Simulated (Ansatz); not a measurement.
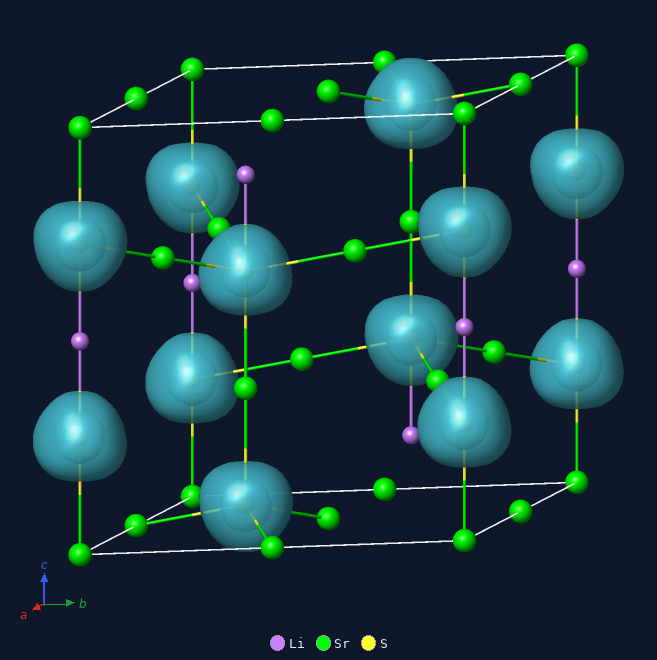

Figure. Sr₄LiS₂. Isosurface of the ELF at 0.8 (cyan), seen slightly off an axis. Only the valence region is drawn (cores and ρ < 0.01 e/Å³ removed). Sticks mark near contacts.

Space group R-3m; a generated structure, not necessarily the stable one; computed without spin polarisation.

Level of theory: DFT PBE, scalar-relativistic, plane waves, PAW in Ansatz.

In a PAW calculation such maps are meaningful between the atoms, not at the nuclei.

```xyz
21
Lattice="9.7830 0.0000 0.0000 -4.8915 8.4723 0.0000 0.0000 0.0000 10.6962" Properties=species:S:1:pos:R:3 pbc="T T T"
Li    0.0000    5.6482    1.7827
Li    0.0000    0.0000    5.3481
Li    4.8916    2.8241    8.9135
Sr    4.8915    0.0000    0.0000
Sr    0.0000    2.8241    3.5654
Sr    4.8915    5.6482    7.1308
Sr   -2.4458    4.2362    0.0000
Sr    2.4458    7.0602    3.5654
Sr    2.4457    1.4121    7.1308
Sr    2.4458    4.2362    0.0000
Sr   -2.4457    7.0602    3.5654
Sr    7.3372    1.4121    7.1308
Sr    0.0000    0.0000    0.0000
Sr    4.8916    2.8241    3.5654
Sr    0.0000    5.6482    7.1308
S     4.8916    2.8241    0.6397
S     0.0000    5.6482    4.2051
S     0.0000    0.0000    7.7706
S     0.0000    0.0000    2.9256
S     4.8916    2.8241    6.4911
S     0.0000    5.6482   10.0564
```

> Identify the bonds, lone pairs and shells in this picture.

At this value the surface marks out six regions wrapped around S (the valence shell of each), counted in one cell of 21 atoms. Regions shared between cells count once.

Values along the shortest contacts:
Li–S (2.42 Å): the ELF peaks at about 0.85 in the valence shell of S, 0.9 Å from its nucleus, and is about 0.80 at the midpoint. Sr–S (2.90 Å): the ELF peaks at about 0.90 in the valence shell of S, 0.9 Å from its nucleus, and drops to about 0.15 between the two atoms; no localised pair shows between them.
